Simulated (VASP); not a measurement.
## Quasiparticle energies of SiO2 in VASP

Wanted: how far GW moves the Kohn-Sham levels of SiO2. The cell has space group P6_422, a computed entry that need not be the common form of this compound. The start is a computed cell from the Materials Project.

Method: LDA; plane waves and PAW (Si_GW, O_GW), in the first sound run; inputs show where later runs differ, in VASP 6.6.1.

## Step 1: The starting structure

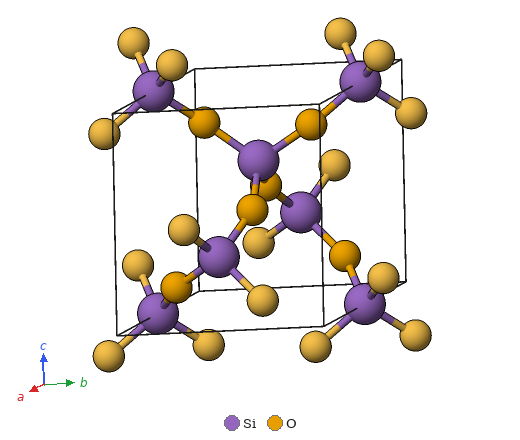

Start, viewed slightly off an axis; silicon purple, oxygen orange. Some periodic images of atoms are drawn too.

## Step 2: Ground state

The orbitals come from a self-consistent LDA run with a tight EDIFF and a narrow smearing. KPOINTS_OPT adds the bands along a path, which shows whether the mesh holds the band edges.

File INCAR:

```
SYSTEM = SiO2
PREC = Accurate
ENCUT = 440
EDIFF = 1E-08
NELM = 100
ISMEAR = 0
SIGMA = 0.01
LREAL = .FALSE.
ALGO = Normal
GGA = CA
NBANDS = 33
LORBIT = 11
LWAVE = .TRUE.
LCHARG = .FALSE.
KPAR = 4
```

File POSCAR:

```
SiO2
1.0
    5.0605222284      0.0000000000      0.0000000000
   -2.5302611142      4.3825408062      0.0000000000
    0.0000000000      0.0000000000      5.5413533100
Si O
3 6
Direct
    0.0000000000      0.5000000000      0.3333333300
    0.5000000000      0.5000000000      0.6666666700
    0.5000000000      0.0000000000      0.0000000000
    0.5827892600      0.7913946300      0.8333333300
    0.7913946300      0.5827892600      0.5000000000
    0.7913946300      0.2086053700      0.1666666700
    0.4172107400      0.2086053700      0.8333333300
    0.2086053700      0.4172107400      0.5000000000
    0.2086053700      0.7913946300      0.1666666700
```

File KPOINTS:

```
Automatic mesh
0
Gamma
3 3 4
0 0 0
```

File KPOINTS_OPT:

```
Line mode
8
Line-mode
Reciprocal
  0.00000000   0.00000000   0.00000000 GAMMA
  0.50000000   0.00000000   0.00000000 M

  0.50000000   0.00000000   0.00000000 M
  0.33333333   0.33333333   0.00000000 K

  0.33333333   0.33333333   0.00000000 K
  0.00000000   0.00000000   0.00000000 GAMMA

  0.00000000   0.00000000   0.00000000 GAMMA
  0.00000000   0.00000000   0.50000000 A

  0.00000000   0.00000000   0.50000000 A
  0.50000000   0.00000000   0.50000000 L

  0.50000000   0.00000000   0.50000000 L
  0.33333333   0.33333333   0.50000000 H

  0.33333333   0.33333333   0.50000000 H
  0.00000000   0.00000000   0.50000000 A

  0.50000000   0.00000000   0.50000000 L
  0.50000000   0.00000000   0.00000000 M

  0.33333333   0.33333333   0.00000000 K
  0.33333333   0.33333333   0.50000000 H
```

The projector-augmented-wave data sets are Si_GW and O_GW (LDA family, release 64).

Started as:

```sh
mpirun -np 8 vasp_std
```

What it wrote:

```text
[banner, memory and clock lines left out]
running    8 mpi-ranks, on    1 nodes
 distrk:  each k-point on    2 cores,    4 groups
 distr:  one band on    1 cores,    2 groups

 POSCAR found type information on POSCAR SiO
 POSCAR found :  2 types and       9 ions
|                                                                             |
|           W    W    AA    RRRRR   N    N  II  N    N   GGGG   !!!           |
|           W    W   A  A   R    R  NN   N  II  NN   N  G    G  !!!           |
|           W    W  A    A  R    R  N N  N  II  N N  N  G       !!!           |
|           W WW W  AAAAAA  RRRRR   N  N N  II  N  N N  G  GGG   !            |
|           WW  WW  A    A  R   R   N   NN  II  N   NN  G    G                |
|           W    W  A    A  R    R  N    N  II  N    N   GGGG   !!!           |
|                                                                             |
|     For optimal performance we recommend to set                             |
|       NCORE = 2 up to number-of-cores-per-socket                            |
|     NCORE specifies how many cores store one orbital (NPAR=cpu/NCORE).      |
|     This setting can greatly improve the performance of VASP for DFT.       |
|     The default, NCORE=1 might be grossly inefficient on modern             |
|     multi-core architectures or massively parallel machines. Do your        |
|     Unfortunately you need to use the default for GW and RPA                |
|     calculations (for HF NCORE is supported but not extensively tested      |
|     yet).                                                                   |
|                                                                             |

 LDA part: xc-table for (Slater(with rela. corr.)+CA(PZ))
 , standard interpolation
|                                                                             |
|           W    W    AA    RRRRR   N    N  II  N    N   GGGG   !!!           |
|           W    W   A  A   R    R  NN   N  II  NN   N  G    G  !!!           |
|           W    W  A    A  R    R  N N  N  II  N N  N  G       !!!           |
|           W WW W  AAAAAA  RRRRR   N  N N  II  N  N N  G  GGG   !            |
|           WW  WW  A    A  R   R   N   NN  II  N   NN  G    G                |
|           W    W  A    A  R    R  N    N  II  N    N   GGGG   !!!           |
|                                                                             |
|     The number of bands has been changed from the values supplied in        |
|     The orbitals not found in the WAVECAR file will be initialized with     |
|     random numbers, which is usually adequate. For correlated               |
|     calculations, however, you should redo the groundstate calculation.     |
|     I found NBANDS = 33. Now, NBANDS = 34.                                  |
|                                                                             |

 POSCAR, INCAR and KPOINTS ok, starting setup
 FFT: planning ... GRIDC
 FFT: planning ... GRID_SOFT
 FFT: planning ... GRID
 WAVECAR not read
 entering main loop
       N       E                     dE             d eps       ncg     rms          rms(c)
DAV:   1     0.402582316387E+03    0.40258E+03   -0.22051E+04   700   0.117E+03
DAV:   3    -0.867443345975E+02   -0.36744E+02   -0.36343E+02   912   0.140E+02
DAV:   4    -0.882316110106E+02   -0.14873E+01   -0.14778E+01   896   0.342E+01
DAV:   5    -0.883243998862E+02   -0.92789E-01   -0.92738E-01   978   0.645E+00    0.186E+01
DAV:   6    -0.782674309520E+02    0.10057E+02   -0.36857E+01  1008   0.512E+01    0.544E+00
DAV:   7    -0.780490955775E+02    0.21834E+00   -0.92578E-01   862   0.546E+00    0.344E+00
DAV:   8    -0.779021092942E+02    0.14699E+00   -0.22635E-01   778   0.582E+00    0.456E-01
DAV:   9    -0.779009066524E+02    0.12026E-02   -0.34617E-02  1158   0.169E+00    0.133E-01
DAV:  10    -0.779016141779E+02   -0.70753E-03   -0.11804E-03   898   0.263E-01    0.375E-02
DAV:  11    -0.779015903157E+02    0.23862E-04   -0.14958E-04   984   0.926E-02    0.148E-02
DAV:  12    -0.779015903248E+02   -0.91636E-08   -0.17494E-05   972   0.331E-02    0.944E-03
DAV:  13    -0.779015900767E+02    0.24818E-06   -0.49825E-06   976   0.201E-02    0.224E-03
DAV:  14    -0.779015901273E+02   -0.50606E-07   -0.41276E-07   846   0.637E-03    0.174E-03
DAV:  15    -0.779015900586E+02    0.68654E-07   -0.23058E-07  1064   0.448E-03    0.256E-04
DAV:  16    -0.779015900585E+02    0.15507E-09   -0.93554E-09   564   0.808E-04
   1 F= -.77901590E+02 E0= -.77901590E+02  d E =-.233348E-23
 Start KPOINTS_OPT (optional k-point list driver)
k-point batch [1-9\72]
       N       E                     dE             ncg
DAV:   1     0.127748015330E+04   -0.36921E+04      660
DAV:   2    -0.259079370227E+04   -0.38683E+04      944
DAV:   3    -0.290993652195E+04   -0.31914E+03      872
DAV:   4    -0.292673532754E+04   -0.16799E+02      968
DAV:   5    -0.292727648147E+04   -0.54115E+00      910
DAV:   6    -0.292730200484E+04   -0.25523E-01     1070
DAV:   7    -0.292730249312E+04   -0.48828E-03      938
DAV:   8    -0.292730250980E+04   -0.16686E-04      982
DAV:   9    -0.292730251026E+04   -0.45287E-06      918
DAV:  10    -0.292730251030E+04   -0.42889E-07      662
DAV:  11    -0.292730251030E+04   -0.20927E-08      576
[...]
k-point batch [64-72\72]
       N       E                     dE             ncg
DAV:   1     0.131700883295E+04   -0.94429E+04      652
DAV:   2    -0.258377086783E+04   -0.39008E+04      920
DAV:   3    -0.291293050213E+04   -0.32916E+03      872
DAV:   4    -0.293215290436E+04   -0.19222E+02      990
DAV:   5    -0.293257162747E+04   -0.41872E+00      918
DAV:   6    -0.293260313299E+04   -0.31506E-01     1090
DAV:   7    -0.293260340369E+04   -0.27070E-03      914
DAV:   8    -0.293260341836E+04   -0.14661E-04      986
DAV:   9    -0.293260341876E+04   -0.40800E-06      904
DAV:  10    -0.293260341879E+04   -0.30502E-07      762
DAV:  11    -0.293260341880E+04   -0.69213E-09      546
 writing wavefunctions
```

Wall time 40 s (8 MPI ranks of Intel Xeon Platinum 8259CL at 2.50GHz (Skylake/Cascade Lake), shared host); peak memory 1.4 GiB.

The logs omit lines about the potential files and the build; timing stands in the text.

OUTCAR, selected parts (step 2):

```text
ion  position               nearest neighbor table
   1  0.000  0.500  0.333-   6 1.61   9 1.61   8 1.61   5 1.61   3 3.13   3 3.13   2 3.13   2 3.13

  LATTYP: Found a hexagonal cell.
 ALAT       =     5.0605222284
 C/A-ratio  =     1.0950160991

 Subroutine GETGRP returns: Found 12 space group operations
 (whereof  4 operations were pure point group operations)

The static configuration has the point symmetry D_2 .
 The point group associated with its full space group is D_6 .

 Found      9 irreducible k-points:

   k-points           NKPTS =      9   k-points in BZ     NKDIM =      9   number of bands    NBANDS=     34

   dimension x,y,z NGX =    36 NGY =   36 NGZ =   40
   dimension x,y,z NGXF=    72 NGYF=   72 NGZF=   80

   ENCUT  =  440.0 eV  32.34 Ry    5.69 a.u.   8.66  8.66  9.48*2*pi/ulx,y,z

   NELECT =      48.0000    total number of electrons

 k-points in reciprocal lattice and weights: Automatic mesh
   0.00000000  0.00000000  0.00000000       0.028
   0.33333333  0.00000000  0.00000000       0.167
   0.33333333  0.33333333  0.00000000       0.056
   0.00000000  0.00000000  0.25000000       0.056
   0.33333333  0.00000000  0.25000000       0.333
   0.33333333  0.33333333  0.25000000       0.111
   0.00000000  0.00000000  0.50000000       0.028
   0.33333333  0.00000000  0.50000000       0.167
   0.33333333  0.33333333  0.50000000       0.056

 average (electrostatic) potential at core
       1 -72.5548       2 -72.5548       3 -72.5548       4 -74.4175       5 -74.4175
       6 -74.4175       7 -74.4175       8 -74.4175       9 -74.4175

 E-fermi :   0.1729

 k-point     1 :       0.0000    0.0000    0.0000
  band No.  band energies     occupation
    ...
     20      -0.8922      2.00000
     21      -0.8922      2.00000
     22      -0.3729      2.00000
     23      -0.3729      2.00000
     24      -0.0886      2.00000
     25       5.5623      0.00000
     26       8.7997      0.00000
     27       8.7997      0.00000
     28       9.0511      0.00000
     29       9.0511      0.00000
    ...

 k-point     2 :       0.3333    0.0000    0.0000
  band No.  band energies     occupation
    ...
     20      -1.1128      2.00000
     21      -0.9554      2.00000
     22      -0.7538      2.00000
     23      -0.2359      2.00000
     24       0.0240      2.00000
     25       6.8627      0.00000
     26       8.6800      0.00000
     27       9.2479      0.00000
     28       9.3481      0.00000
     29       9.6644      0.00000
    ...

 k-point     3 :       0.3333    0.3333    0.0000
  band No.  band energies     occupation
    ...
     20      -1.3661      2.00000
     21      -1.3661      2.00000
     22      -0.3831      2.00000
     23      -0.3831      2.00000
     24       0.0477      2.00000
     25       8.3384      0.00000
     26       8.3384      0.00000
     27       8.9259      0.00000
     28       9.3503      0.00000
     29      10.0263      0.00000
    ...

  Total       -3.0651736     -3.0651736     -3.0277273      0.0000000      0.0000000      0.0000000
  in kB      -39.9602796    -39.9602796    -39.4720959      0.0000000      0.0000000      0.0000000
  external PRESSURE =     -39.7975517 kB  Pullay stress =       0.0000000 kB

  energy-cutoff  :      440.00
  volume of cell :      122.90
      direct lattice vectors                 reciprocal lattice vectors
     5.060522228  0.000000000  0.000000000     0.197608064  0.114089069  0.000000000
    -2.530261114  4.382540806  0.000000000     0.000000000  0.228178138  0.000000000
     0.000000000  0.000000000  5.541353310     0.000000000  0.000000000  0.180461332

 POSITION                                       TOTAL-FORCE (eV/Angst)
 -----------------------------------------------------------------------------------
     -1.26513      2.19127      1.84712        -0.000000      0.000000      0.000000
      1.26513      2.19127      3.69424        -0.000000      0.000000      0.000000
      2.53026      0.00000      0.00000        -0.000000      0.000000      0.000000
      0.94678      3.46832      4.61779        -0.008749     -0.005051      0.000000
      2.53026      2.55410      2.77068        -0.000000     -0.010103     -0.000000
      3.47704      0.91422      0.92356        -0.008749      0.005051      0.000000
      1.58348      0.91422      4.61779         0.008749      0.005051     -0.000000
      0.00000      1.82844      2.77068        -0.000000      0.010103      0.000000
     -0.94678      3.46832      0.92356         0.008749     -0.005051     -0.000000
 -----------------------------------------------------------------------------------
    total drift:                                0.000000     -0.000000     -0.000071

  FREE ENERGIE OF THE ION-ELECTRON SYSTEM (eV)
  ---------------------------------------------------
  free  energy   TOTEN  =       -77.9015900585 eV

  energy  without entropy=      -77.9015900585  energy(sigma->0) =      -77.90159006

 total charge
# of ion       s       p       d       tot
------------------------------------------
    1        0.614   0.983   0.538   2.136
    2        0.614   0.983   0.538   2.136
    3        0.614   0.983   0.538   2.136
    4        1.508   3.648   0.000   5.156
    5        1.508   3.648   0.000   5.156
    6        1.508   3.648   0.000   5.156
    7        1.508   3.648   0.000   5.156
    8        1.508   3.648   0.000   5.156
    9        1.508   3.648   0.000   5.156
--------------------------------------------------
tot         10.890  24.839   1.614  37.343

[... 3 further parts left out ...]
```

This step gave:

```
free energy (TOTEN)               : -77.9016 eV
Fermi energy                      : 0.1729 eV
pressure                          : -3.980 GPa
least gap on mesh and path        : 5.445 eV
least direct gap on mesh and path : 5.651 eV
```

The highest empty bands on the path are converged less tightly, to about 0.1 eV. The electronic bands at the labelled points (eV, zero at the valence-band top; v1 is the highest filled band, c1 the lowest empty one):

```
    point     v4     v3     v2     v1    c1    c2    c3    c4
        Γ  -1.01  -0.49  -0.49  -0.21  5.45  8.68  8.68  8.93
        M  -1.20  -1.03  -0.36  -0.01  7.49  8.31  9.34  9.41
        K  -1.48  -0.50  -0.50  -0.07  8.22  8.22  8.81  9.23
        Γ  -1.01  -0.49  -0.49  -0.21  5.45  8.68  8.68  8.93
        A  -1.19  -0.29  -0.01  -0.01  7.26  7.26  8.18  9.52
        L  -0.95  -0.75  -0.72  -0.36  8.47  8.90  8.95  9.10
        H  -0.93  -0.90  -0.69  -0.69  8.48  9.12  9.12  9.33
        A  -1.19  -0.29  -0.01  -0.01  7.26  7.26  8.18  9.52
jump to L  -0.95  -0.75  -0.72  -0.36  8.47  8.90  8.95  9.10
        M  -1.20  -1.03  -0.36  -0.01  7.49  8.31  9.34  9.41
jump to K  -1.48  -0.50  -0.50  -0.07  8.22  8.22  8.81  9.23
        H  -0.93  -0.90  -0.69  -0.69  8.48  9.12  9.12  9.33
```

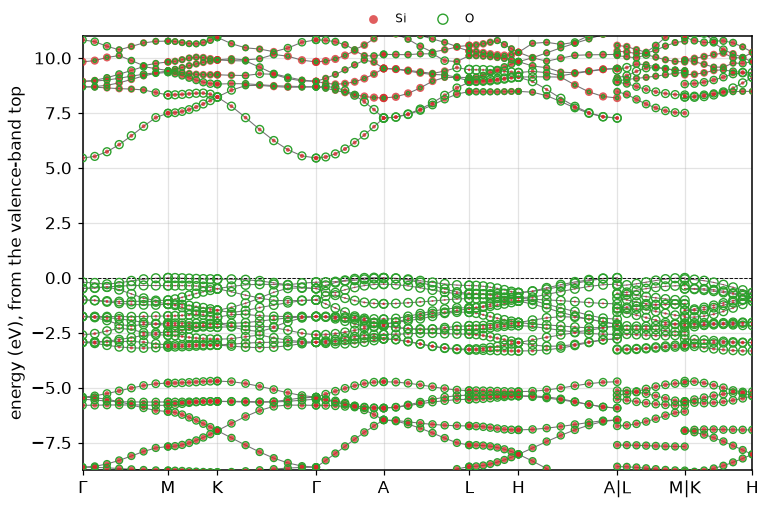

Electronic bands along the path; dots are coloured as in the legend, and their area grows with the weight.

The cell has a gap of 5.44 eV on mesh and path and a pressure of -4.0 GPa, which holds the misfit of the given cell and coordinates with this functional, and any error of cutoff, mesh and data sets.

## Step 3: Empty bands

The next step needs empty bands that the ground-state run didn't converge, so the Hamiltonian is diagonalised exactly for NBANDS bands, in a single step. LOPTICS writes the k-derivatives of the orbitals (WAVEDER), which give the long-wavelength limit of the screening.

File INCAR:

```
SYSTEM = SiO2
PREC = Accurate
ENCUT = 440
ISMEAR = 0
SIGMA = 0.01
LREAL = .FALSE.
GGA = CA
NBANDS = 200
ALGO = Exact
NELM = 1
LWAVE = .TRUE.
LCHARG = .FALSE.
LOPTICS = .TRUE.
NEDOS = 1000
CSHIFT = 0.1
```

POSCAR is that of step 2.

KPOINTS is that of step 2.

Started as:

```sh
mpirun -np 8 vasp_std
```

What it wrote:

```text
[banner, memory and clock lines left out]
running    8 mpi-ranks, on    1 nodes
 distrk:  each k-point on    8 cores,    1 groups
 distr:  one band on    1 cores,    8 groups

 POSCAR found type information on POSCAR SiO
 POSCAR found :  2 types and       9 ions
 [... a notice as in an earlier step ...]

 LDA part: xc-table for (Slater(with rela. corr.)+CA(PZ))
 , standard interpolation
 found WAVECAR, reading the header
  number of bands has changed, file:    34 present:   200
  trying to continue reading WAVECAR, but it might fail
 POSCAR, INCAR and KPOINTS ok, starting setup
 FFT: planning ... GRIDC
 FFT: planning ... GRID_SOFT
 FFT: planning ... GRID
 reading WAVECAR
 random initialization beyond band           34
 the WAVECAR file was read successfully
 initial charge from wavefunction
 entering main loop
       N       E                     dE             d eps       ncg     rms          rms(c)
DIA:   1    -0.779015900591E+02   -0.77902E+02    0.00000E+00     0   0.000E+00
   1 F= -.77901590E+02 E0= -.77901590E+02  d E =-.169321E-61
 writing wavefunctions
 optical routines
 imaginary and real dielectric function
 recalculating local potential from charge density
 direction            1
 direction            2
 direction            3
```

It took 65 s on 8 MPI ranks; peak memory 2.8 GiB.

Parts of OUTCAR (step 3):

```text
 Found      9 irreducible k-points:

   k-points           NKPTS =      9   k-points in BZ     NKDIM =      9   number of bands    NBANDS=    200

   NELECT =      48.0000    total number of electrons

 E-fermi :   0.2206

 k-point     2 :       0.3333    0.0000    0.0000
  band No.  band energies     occupation
    ...
     20      -1.1128      2.00000
     21      -0.9554      2.00000
     22      -0.7538      2.00000
     23      -0.2359      2.00000
     24       0.0240      2.00000
     25       6.8627      0.00000
     26       8.6799      0.00000
     27       9.2479      0.00000
     28       9.3481      0.00000
     29       9.6644      0.00000
    ...

 k-point     3 :       0.3333    0.3333    0.0000
  band No.  band energies     occupation
    ...
     20      -1.3661      2.00000
     21      -1.3661      2.00000
     22      -0.3831      2.00000
     23      -0.3831      2.00000
     24       0.0477      2.00000
     25       8.3383      0.00000
     26       8.3383      0.00000
     27       8.9259      0.00000
     28       9.3503      0.00000
     29      10.0263      0.00000
    ...

  Total       -3.0652324     -3.0652324     -3.0278052     -0.0000000      0.0000000      0.0000000
  in kB      -39.9610459    -39.9610459    -39.4731124     -0.0000000      0.0000000      0.0000000
  external PRESSURE =     -39.7984014 kB  Pullay stress =       0.0000000 kB

 POSITION                                       TOTAL-FORCE (eV/Angst)
 -----------------------------------------------------------------------------------
     -1.26513      2.19127      1.84712        -0.000000     -0.000000      0.000000
      1.26513      2.19127      3.69424        -0.000000     -0.000000      0.000000
      2.53026      0.00000      0.00000        -0.000000     -0.000000      0.000000
      0.94678      3.46832      4.61779        -0.008762     -0.005059      0.000000
      2.53026      2.55410      2.77068        -0.000000     -0.010117     -0.000000
      3.47704      0.91422      0.92356        -0.008762      0.005059      0.000000
      1.58348      0.91422      4.61779         0.008762      0.005059     -0.000000
      0.00000      1.82844      2.77068        -0.000000      0.010117      0.000000
     -0.94678      3.46832      0.92356         0.008762     -0.005059     -0.000000
 -----------------------------------------------------------------------------------
    total drift:                                0.000000     -0.000000     -0.000071

  FREE ENERGIE OF THE ION-ELECTRON SYSTEM (eV)
  ---------------------------------------------------
  free  energy   TOTEN  =       -77.9015900591 eV

  energy  without entropy=      -77.9015900591  energy(sigma->0) =      -77.90159006

 plasma frequency squared (from intraband transitions) (eV^2)
  --------------------------------------------------------------------------------------
       0.000       0.000       0.000
       0.000       0.000       0.000
       0.000       0.000       0.000

[... 11 parts as in an earlier step ...]

[... 2 further parts left out ...]
```

WAVECAR now holds 200 bands for 48 electrons. Its independent-particle dielectric tensor has xx, yy, zz = 2.5, 2.5, 2.5 on this mesh, which isn't tested for convergence in mesh or bands and lacks local fields.

(Continued in part 2 of 3.)

[Lines on the potential files, build, host, timing and source positions are cut from VASP's logs without a mark.]

[Logs are printed without paths, hosts, clocks, repeated set-up lines and the standing remarks that a program may print on its own settings, such as how far it seeks lower states.]

[Hosts, paths, dates, database ids (printed as entryN), source tags and the programs' standing remarks are cut or masked in the printed files.]

[Pressures printed for these runs are not shown converged in the cutoff: they can be off by several GPa and have the wrong sign.]
